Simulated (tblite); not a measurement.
**Run report: C4H11Ge2N, geometry relaxation (part 1 of 2)**

System: C4H11Ge2N.
Method: GFN2-xTB geometry optimisation, gas phase (tblite 0.8.0).

It belongs to a series of runs on one base structure; here: H on Ge replaced by vinyl.

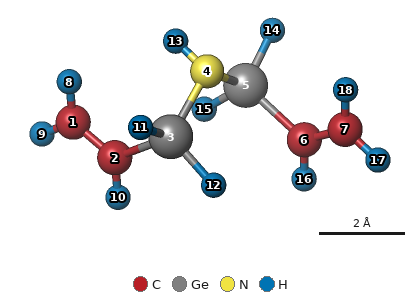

Fig. 1: The structure as given in the input (ball-and-stick view, seen at a tilt; atoms are numbered from 1 in the order of the input). Sticks mark near contacts.

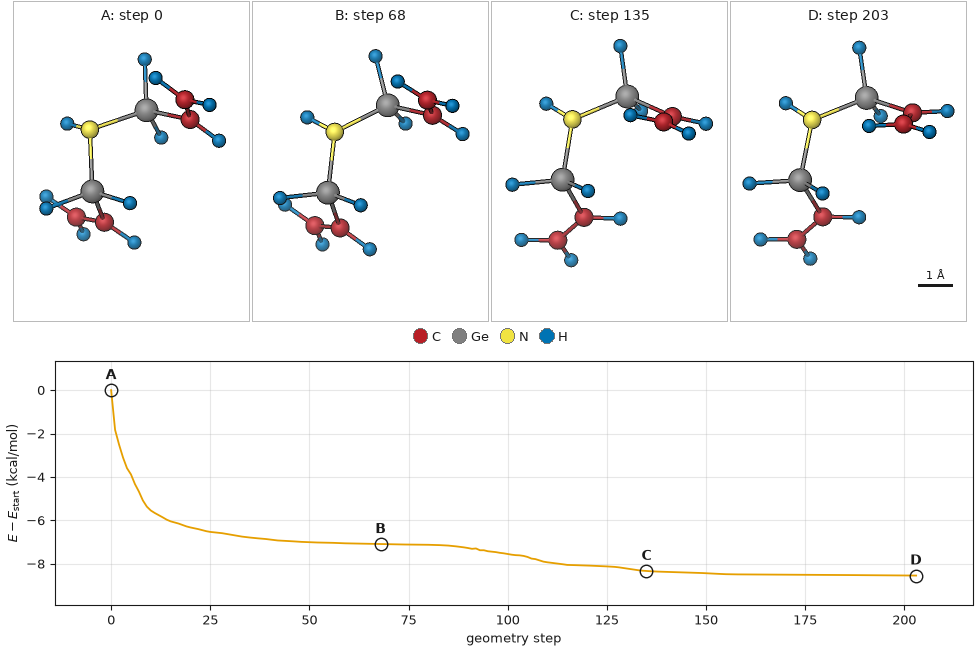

Fig. 2: Frames of the relaxation (ball-and-stick view, seen at a tilt) above the curves, on which the letters mark them (steps are counted from 0).

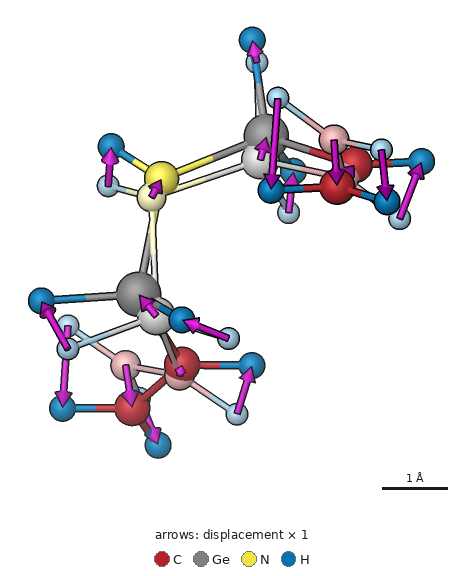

Fig. 3: Start (faint) and end (solid) with the displacements as pink arrows, at true length (ball-and-stick view, seen at a tilt). The two geometries are laid on each other by the best rigid fit. The atom that moves furthest after the best rigid fit is H18 (1.42 Å). Largest moves by element: H 1.42 Å, C 0.73 Å, Ge 0.45 Å, N 0.34 Å. Among the contacts that change: N4–H13 1.062 → 1.009 Å, Ge3–H11 1.556 → 1.508 Å, Ge5–H15 1.558 → 1.519 Å, Ge3–H12 1.544 → 1.505 Å. Among the angles that change: Ge3–N4–Ge5 108.2° → 123.9°, Ge5–N4–H13 106.2° → 112.4°, Ge3–N4–H13 107.3° → 112.5°. After 203 geometry steps the energy has fallen by 8.54 kcal/mol. The largest force component goes from 1.2 to 0.007 eV/Å. (Atoms are counted from 1 in the order of the input.)

These pictures come from the run below.

## Input
```
{"job": {"kind": "relax", "xc": "GFN2-xTB", "basis": "xTB"}, "charge": 0, "multiplicity": 1}
C     -3.120800     0.421000     0.628600
C     -2.248400     0.716300    -0.332600
Ge    -0.988300    -0.621500    -0.938500
N      0.061100    -1.209000     0.465500
Ge     1.065900     0.234300     1.084600
C      2.297100     0.789000    -0.292700
C      3.207600    -0.056900    -0.777500
H     -3.160800    -0.561500     1.076800
H     -3.819500     1.179800     0.973600
H     -2.219100     1.705200    -0.751000
H     -1.790000    -1.817200    -1.530100
H     -0.102100    -0.014700    -2.047800
H     -0.592600    -1.476100     1.259200
H      1.867100    -0.185500     2.335800
H      0.125100     1.423700     1.442200
H      2.247900     1.805200    -0.659400
H      3.896800     0.265200    -1.544500
H      3.264200    -1.084300    -0.404000
```

The first line tells a small driver script what to run in tblite; the rest is the geometry in Å.

Run as:
```bash
OMP_NUM_THREADS=1 python <driver script> task.json out
```

## What the program printed
```
step      E/eV     max force
  0    -567.13782    1.535
  1    -567.21726    0.579
  2    -567.24658    0.948
  3    -567.27249    0.590
  4    -567.29372    0.434
  5    -567.30611    0.375
  6    -567.32540    0.355
  7    -567.34039    0.336
  8    -567.35812    0.433
  9    -567.37048    0.349
 10    -567.37822    0.203
 11    -567.38321    0.156
 12    -567.38753    0.169
 13    -567.39188    0.195
 14    -567.39651    0.202
 15    -567.39991    0.121
 16    -567.40217    0.107
 17    -567.40432    0.107
 18    -567.40713    0.119
 19    -567.41003    0.127
 20    -567.41212    0.111
 21    -567.41372    0.096
 22    -567.41548    0.111
 23    -567.41753    0.110
 24    -567.41959    0.121
 25    -567.42103    0.061
 26    -567.42191    0.067
 27    -567.42266    0.083
 28    -567.42358    0.079
 29    -567.42497    0.100
 30    -567.42647    0.087
 31    -567.42797    0.101
 32    -567.42930    0.084
 33    -567.43040    0.079
 34    -567.43141    0.078
 35    -567.43228    0.059
 36    -567.43310    0.072
 37    -567.43385    0.062
 38    -567.43451    0.063
 39    -567.43522    0.074
 40    -567.43615    0.081
 41    -567.43724    0.090
 42    -567.43813    0.080
 43    -567.43865    0.053
 44    -567.43899    0.051
 45    -567.43938    0.063
 46    -567.43991    0.088
 47    -567.44048    0.077
 48    -567.44094    0.042
 49    -567.44128    0.038
 50    -567.44159    0.060
 51    -567.44192    0.070
 52    -567.44219    0.046
 53    -567.44235    0.034
 54    -567.44246    0.034
 55    -567.44261    0.052
 56    -567.44287    0.070
 57    -567.44323    0.065
 58    -567.44357    0.057
 59    -567.44380    0.032
 60    -567.44397    0.051
 61    -567.44418    0.060
 62    -567.44443    0.048
 63    -567.44466    0.031
 64    -567.44483    0.028
 65    -567.44500    0.039
 66    -567.44518    0.041
 67    -567.44534    0.027
 68    -567.44548    0.027
 69    -567.44563    0.027
 70    -567.44581    0.040
 71    -567.44598    0.034
 72    -567.44610    0.022
 73    -567.44616    0.017
 74    -567.44620    0.020
 75    -567.44627    0.022
 76    -567.44636    0.024
 77    -567.44644    0.031
 78    -567.44652    0.034
 79    -567.44661    0.031
 80    -567.44675    0.027
 81    -567.44694    0.032
 82    -567.44719    0.039
 83    -567.44747    0.046
 84    -567.44782    0.055
 85    -567.44830    0.052
 86    -567.44900    0.069
 87    -567.44991    0.070
 88    -567.45090    0.070
 89    -567.45193    0.088
 90    -567.45324    0.096
 91    -567.45483    0.144
 92    -567.45409    0.196
 93    -567.45767    0.129
 94    -567.45765    0.117
 95    -567.45966    0.063
 96    -567.46040    0.148
 97    -567.46136    0.060
 98    -567.46278    0.058
 99    -567.46377    0.094
100    -567.46514    0.071
101    -567.46652    0.086
102    -567.46745    0.072
103    -567.46785    0.157
104    -567.46897    0.085
105    -567.47103    0.090
106    -567.47433    0.138
107    -567.47538    0.250
108    -567.47797    0.261
109    -567.48040    0.125
110    -567.48172    0.168
111    -567.48270    0.070
112    -567.48375    0.091
113    -567.48465    0.091
114    -567.48576    0.101
115    -567.48695    0.093
116    -567.48729    0.048
117    -567.48743    0.049
118    -567.48764    0.051
119    -567.48785    0.042
120    -567.48814    0.055
121    -567.48849    0.058
122    -567.48880    0.054
123    -567.48919    0.039
124    -567.48957    0.047
125    -567.48994    0.043
126    -567.49033    0.049
127    -567.49090    0.071
128    -567.49177    0.102
129    -567.49294    0.138
130    -567.49419    0.131
131    -567.49543    0.090
132    -567.49663    0.072
133    -567.49767    0.088
134    -567.49852    0.105
135    -567.49914    0.064
136    -567.49961    0.052
137    -567.50003    0.046
138    -567.50036    0.033
139    -567.50060    0.032
140    -567.50079    0.046
141    -567.50098    0.047
142    -567.50120    0.059
143    -567.50145    0.057
144    -567.50169    0.043
145    -567.50189    0.038
146    -567.50212    0.033
147    -567.50243    0.044
148    -567.50279    0.043
149    -567.50317    0.039
150    -567.50353    0.036
151    -567.50387    0.044
152    -567.50429    0.054
153    -567.50478    0.054
154    -567.50523    0.038
155    -567.50549    0.036
156    -567.50567    0.029
157    -567.50578    0.022
158    -567.50590    0.017
159    -567.50594    0.016
160    -567.50598    0.014
161    -567.50600    0.012
162    -567.50602    0.011
163    -567.50605    0.016
164    -567.50609    0.017
165    -567.50614    0.017
166    -567.50619    0.017
167    -567.50623    0.015
168    -567.50626    0.016
169    -567.50629    0.016
170    -567.50633    0.021
171    -567.50638    0.023
172    -567.50642    0.017
173    -567.50646    0.016
174    -567.50650    0.015
175    -567.50655    0.020
176    -567.50661    0.021
177    -567.50666    0.018
178    -567.50672    0.019
179    -567.50677    0.017
180    -567.50682    0.021
181    -567.50688    0.019
182    -567.50695    0.021
183    -567.50701    0.025
184    -567.50709    0.021
185    -567.50717    0.018
186    -567.50724    0.018
187    -567.50730    0.014
188    -567.50733    0.018
189    -567.50737    0.020
190    -567.50742    0.018
191    -567.50748    0.017
192    -567.50753    0.016
193    -567.50757    0.017
194    -567.50761    0.013
195    -567.50765    0.016
196    -567.50771    0.020
197    -567.50779    0.024
198    -567.50788    0.025
199    -567.50799    0.016
200    -567.50808    0.026
201    -567.50817    0.018
202    -567.50821    0.012
203    -567.50823    0.009
```

## Trajectory as extended XYZ (Å, eV, eV/Å), 12 of the 204 frames kept, from step=0 to step=203
```
18
Properties=species:S:1:pos:R:3:forces:R:3 step=0 energy=-567.13782
C    -3.1208    0.4210    0.6286    0.0810   0.6600  -0.3860
C    -2.2484    0.7163   -0.3326   -0.4020  -0.3020   0.5680
Ge   -0.9883   -0.6215   -0.9385    0.0080  -0.3680  -0.9310
N     0.0611   -1.2090    0.4655   -0.8900   0.0800   1.2420
Ge    1.0659    0.2343    1.0846   -0.1110   0.2320   0.5210
C     2.2971    0.7890   -0.2927    0.5040  -0.4720  -0.3010
C     3.2076   -0.0569   -0.7775   -0.4050   0.2650   0.2930
H    -3.1608   -0.5615    1.0768   -0.0880   0.1010  -0.0140
H    -3.8195    1.1798    0.9736    0.0480  -0.3400   0.1320
H    -2.2191    1.7052   -0.7510   -0.0640   0.1960  -0.0720
H    -1.7900   -1.8172   -1.5301    0.4190   0.2600   0.2810
H    -0.1021   -0.0147   -2.0478   -0.1760  -0.3170   0.3730
H    -0.5926   -1.4761    1.2592    0.9790   0.1200  -1.1760
H     1.8671   -0.1855    2.3358   -0.3980  -0.0340  -0.2480
H     0.1251    1.4237    1.4422    0.3240  -0.3270   0.0440
H     2.2479    1.8052   -0.6594    0.0450  -0.0060  -0.0610
H     3.8968    0.2652   -1.5445    0.0790  -0.2480   0.0100
H     3.2642   -1.0843   -0.4040    0.0490   0.5010  -0.2750
18
Properties=species:S:1:pos:R:3:forces:R:3 step=18 energy=-567.40713
C    -3.1794    0.4723    0.6109    0.0040  -0.0240  -0.0170
C    -2.3406    0.7286   -0.3784    0.0120  -0.0260   0.0040
Ge   -1.0420   -0.6210   -0.9740   -0.0160  -0.0270  -0.0720
N     0.0393   -1.0465    0.4375    0.0070   0.0450  -0.0850
Ge    1.0785    0.2868    1.1273    0.0430   0.0600   0.0770
C     2.3298    0.7981   -0.2778    0.0100   0.0060   0.0160
C     3.2147   -0.0415   -0.7869    0.0020   0.0020  -0.0030
H    -3.2455   -0.5144    1.0401   -0.0110  -0.0840   0.0550
H    -3.8337    1.2118    1.0413   -0.0850   0.0820  -0.0160
H    -2.2978    1.7304   -0.7832    0.0540  -0.0030  -0.0750
H    -1.6601   -1.9283   -1.4147   -0.0170   0.0570   0.0350
H    -0.1022   -0.1060   -2.0290   -0.0840   0.0170  -0.0140
H    -0.4112   -1.6182    1.1346   -0.0170  -0.0650   0.0650
H     1.7041   -0.3244    2.3535    0.0600  -0.0120   0.0190
H     0.2755    1.5002    1.5709    0.0210  -0.0300  -0.0070
H     2.2764    1.8035   -0.6743   -0.0270   0.0610   0.0390
H     3.8880    0.2342   -1.5823    0.0470   0.0220  -0.0690
H     3.2974   -1.0527   -0.4274   -0.0010  -0.0810   0.0480
18
Properties=species:S:1:pos:R:3:forces:R:3 step=37 energy=-567.43385
C    -3.2622    0.5038    0.5799   -0.0200   0.0090  -0.0190
C    -2.3861    0.7161   -0.3875   -0.0140  -0.0180  -0.0230
Ge   -1.0764   -0.6286   -0.9480    0.0560  -0.0190   0.0170
N     0.0925   -1.0087    0.4072    0.0040   0.0180   0.0180
Ge    1.1524    0.2755    1.1658   -0.0240   0.0330   0.0130
C     2.3927    0.8248   -0.2337   -0.0040   0.0050  -0.0030
C     3.2383   -0.0268   -0.7887    0.0140   0.0040  -0.0010
H    -3.3251   -0.4510    1.0808   -0.0090  -0.0030  -0.0020
H    -3.9580    1.2586    0.9131   -0.0220   0.0220   0.0300
H    -2.3453    1.6862   -0.8662   -0.0110   0.0050  -0.0050
H    -1.6823   -1.9609   -1.3014   -0.0490  -0.0150   0.0120
H    -0.2628   -0.1194   -2.1026    0.0380   0.0120   0.0070
H    -0.2845   -1.6669    1.0730   -0.0050  -0.0130   0.0240
H     1.7903   -0.3959    2.3558    0.0270  -0.0440  -0.0200
H     0.3653    1.4663    1.6873    0.0010  -0.0130  -0.0330
H     2.3444    1.8421   -0.6003   -0.0100   0.0240   0.0110
H     3.8890    0.2426   -1.6066    0.0410   0.0180  -0.0070
H     3.3091   -1.0449   -0.4395   -0.0120  -0.0260  -0.0170
```
